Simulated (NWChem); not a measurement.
**Single-point calculation of GeN₂H₄**

System: GeN₂H₄.
Method: B3LYP/def2-SVPD, RKS (NWChem 7.3.0).

A bond length was changed on purpose from its optimised value.

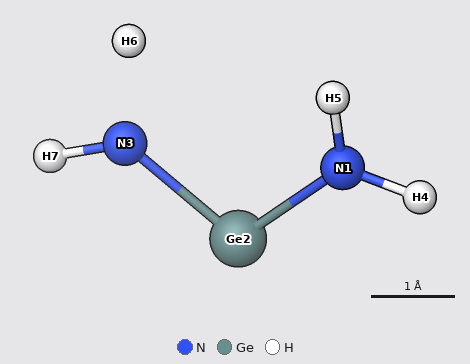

**Figure 1.** The input geometry (ball-and-stick view, seen at a tilt; atoms are numbered from 1 in the order of the input). Sticks mark near contacts. Bond lengths as drawn: Ge–N 1.83 Å and H–N 1.01 Å.

Input file:
```python
from ase import Atoms
from ase.calculators.nwchem import NWChem

system = Atoms('NGeNHHHH', positions=[
    [-1.178150, -0.411663, -0.702500],
    [-0.068150, -1.741363, -0.121100],
    [1.196250, -0.668763, 0.646400],
    [-2.028350, -0.627763, -1.195000],
    [-1.046250, 0.580937, -0.585200],
    [1.191600, 0.842500, 0.702200],
    [2.003550, -1.064463, 1.097900],
])

calc = NWChem(
    label='geh4n2',
    theory='dft',
    memory='2200 mb',
    basis='def2-SVPD',
    basispar='spherical bse',
    dft={'xc': 'b3lyp', 'mult': '1', 'grid': 'fine', 'convergence': 'energy 1e-08', 'iterations': '100', 'mulliken': None},
    task='energy',
)
system.calc = calc

e = system.get_potential_energy()
print(f"E = {e:.6f} eV")
print("dipole (e A):", system.get_dipole_moment().round(4))
```

File geh4n2.nwi:
```
title "geh4n2"

permanent_dir geh4n2

scratch_dir geh4n2

start geh4n2

geometry units angstrom nocenter noautosym noautoz
  N  -1.1781500000000000e+00 -4.1166300000000000e-01 -7.0250000000000001e-01
  Ge -6.8150000000000002e-02 -1.7413630000000000e+00 -1.2110000000000000e-01
  N  1.1962500000000000e+00 -6.6876300000000000e-01 6.4639999999999997e-01
  H  -2.0283500000000001e+00 -6.2776299999999996e-01 -1.1950000000000001e+00
  H  -1.0462499999999999e+00 5.8093700000000004e-01 -5.8520000000000005e-01
  H  1.1916000000000000e+00 8.4250000000000003e-01 7.0220000000000005e-01
  H  2.0035500000000002e+00 -1.0644629999999999e+00 1.0979000000000001e+00
end

memory 2200 mb

basis spherical bse noprint
   * library def2-SVPD
end

dft
  xc b3lyp
  mult 1
  grid fine
  convergence energy 1e-08
  iterations 100
  mulliken
end

task dft energy
```

Run on 1 thread of AMD EPYC (Zen 3), 16 GiB of memory available, shared host.

Run as:
```bash
export ASE_NWCHEM_COMMAND="nwchem PREFIX.nwi > PREFIX.nwo"
python run.py
```

Log:
```
E = -59554.406141 eV
dipole (e A): [-0.0424  0.2192 -0.0134]
```

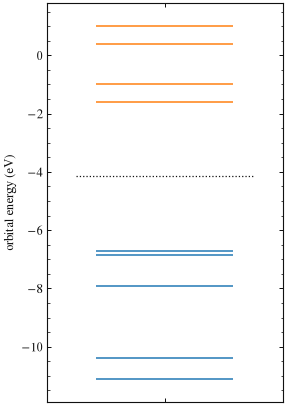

**Figure 2.** Orbital energies near the frontier; the dotted line parts filled from empty levels, and levels within 0.02 eV of each other stand side by side. Highest filled −6.70 eV, lowest empty −1.61 eV, 5.09 eV apart.

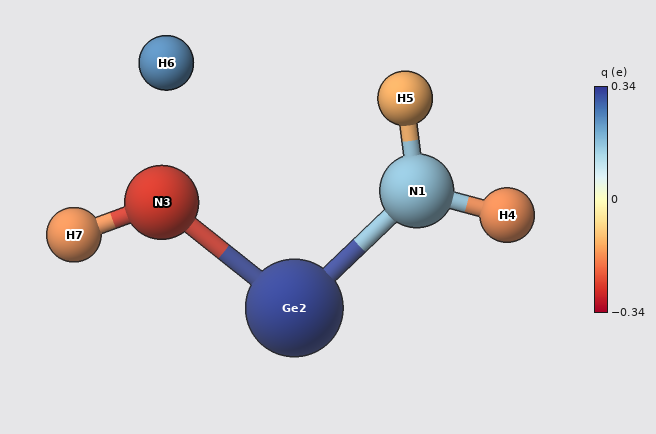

**Figure 3.** Mulliken charges, as the colour of each atom (ball-and-stick view, seen at a tilt; atoms are numbered from 1 in the order of the input; Mulliken charges depend strongly on the basis). By element: N −0.26 to +0.16, Ge +0.32 and H −0.17 to +0.23 e.

Summary:

```json
{"quantity": "outcome", "value": "converged"}
{"quantity": "total energy", "value": "−2188.584076 hartree"}
{"quantity": "basis functions", "value": "110"}
{"quantity": "HOMO", "value": "−6.70 eV"}
{"quantity": "LUMO", "value": "−1.61 eV"}
{"quantity": "dipole moment", "value": "1.07 D"}
{"quantity": "wall time", "value": "31 s"}
{"quantity": "peak memory", "value": "0.12 GiB"}
```
